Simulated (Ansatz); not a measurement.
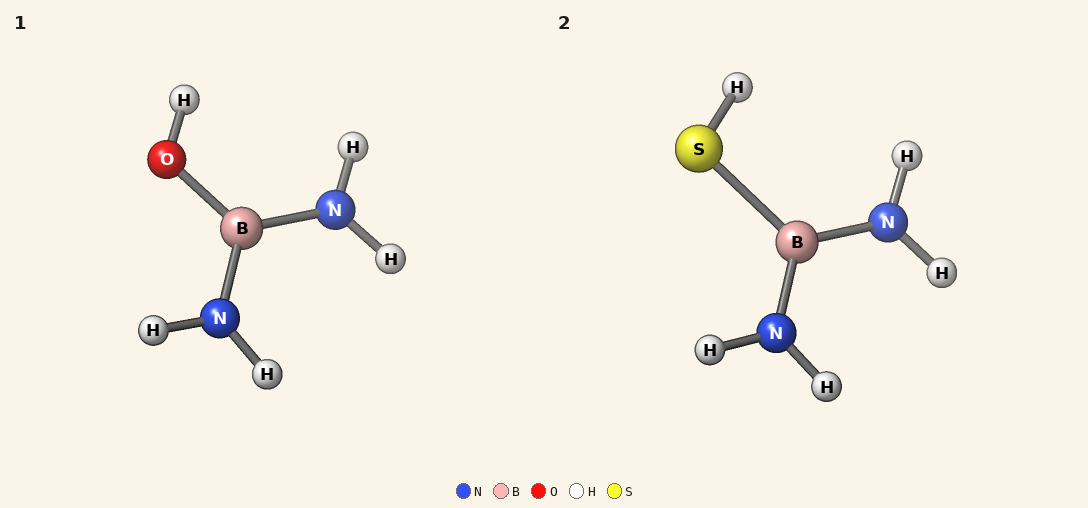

2 molecules with one skeleton, seen from the same side and at one scale. Each species is neutral and a spin singlet. Computed geometries: PBE0-D4/def2-TZVP optimisations, one conformation each. Properties computed with Ansatz 0.2.0.

One atom differs, called X below: O in panel 1, S in panel 2. Their formulas are BH5N2O (`NB(N)O`), BH5N2S (`NB(N)S`).

### In which is the dipole moment larger (PBE-D4/def2-TZVPP)?

In panel 2 (X = S).

### In which is the length of X–H larger (PBE0-D4/def2-TZVP)?

In panel 2 (X = S).

Give the values. With PBE0-D4/def2-TZVP: length of X–B (Å), length of X–H (Å), angle B–X–H (°). With PBE0-D4/def2-QZVPP: HOMO energy (Kohn–Sham orbital) (eV), HOMO–LUMO gap (eV). With PBE-D4/def2-TZVPP: dipole moment (D).

```json
{"quantity": "length of X–B (Å)", "1 (O)": "1.383", "2 (S)": "1.844", "2 − 1": "+0.461"}
{"quantity": "length of X–H (Å)", "1 (O)": "0.957", "2 (S)": "1.340", "2 − 1": "+0.383"}
{"quantity": "angle B–X–H (°)", "1 (O)": "113.8", "2 (S)": "97.0", "2 − 1": "−16.8"}
{"quantity": "HOMO energy (Kohn–Sham orbital) (eV)", "1 (O)": "−6.89", "2 (S)": "−6.89", "2 − 1": "0.00"}
{"quantity": "HOMO–LUMO gap (eV)", "1 (O)": "7.28", "2 (S)": "7.11", "2 − 1": "−0.17"}
{"quantity": "dipole moment (D)", "1 (O)": "1.77", "2 (S)": "2.43", "2 − 1": "+0.66"}
```
